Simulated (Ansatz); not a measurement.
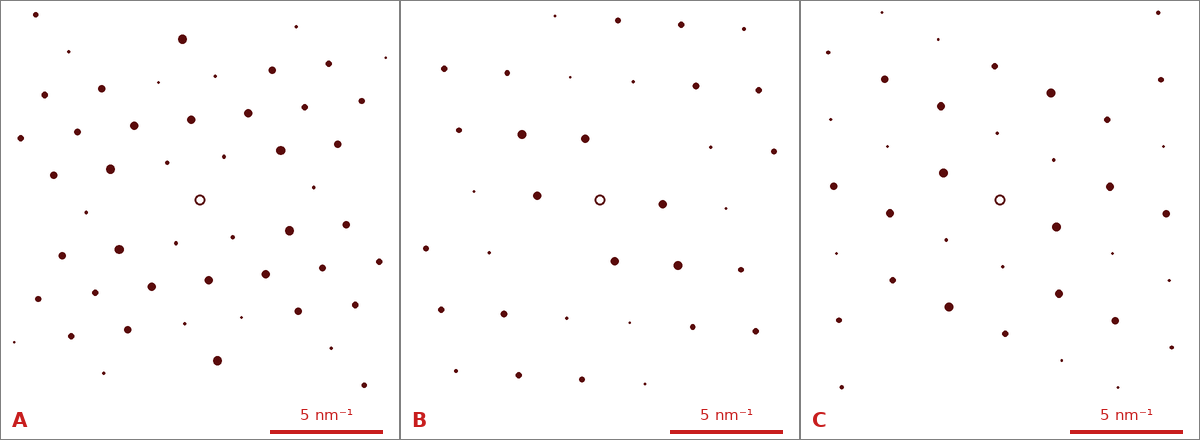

Kinematic electron diffraction patterns (200 kV, B = 0.5 Å², same scale, each along a low-index zone) of three structures of composition Zn2Sb, each relaxed at zero pressure with DFT PBE, scalar-relativistic, plane waves, PAW in Ansatz 0.2.0.

The structures (standard cells):
1. I4_1/amd (No. 141), a = 5.304 Å, c = 14.240 Å, 12 atoms; generated start, possibly hypothetical
2. Fd-3m (No. 227), a = 7.775 Å, 24 atoms; generated start, possibly hypothetical
3. Immm (No. 71), a = 4.365 Å, b = 5.378 Å, c = 5.961 Å, 6 atoms; generated start, possibly hypothetical

### Which pattern belongs to which structure, and along which zone?

A is structure 2 along [110] or an equivalent direction: centred rectangular net of -1 1 -1 at d = 4.49 Å and -1 1 1 at d = 4.49 Å, 70.5° apart (some points of this net are extinct or too weak to see). B is structure 3 along [010]: centred rectangular net of 1 0 1 at d = 3.52 Å and 1 0 -1 at d = 3.52 Å, 72.4° apart (some points of this net are extinct or too weak to see). C is structure 1 along [110] or an equivalent direction: centred rectangular net of 0 0 4 at d = 3.56 Å and 1 -1 2 (weak) at d = 3.32 Å, 62.2° apart (some points of this net are extinct or too weak to see).

### Rank the structures by their computed energy.

Structure 3 (Immm, 23.32 Å³ an atom) is the lowest of these; structure 2 (Fd-3m, 19.59 Å³ an atom) lies about 110 meV an atom higher; structure 1 (I4_1/amd, 33.38 Å³ an atom) lies about 200 meV an atom higher. These are static energies at 0 K; other structures, not shown, may lie lower still.
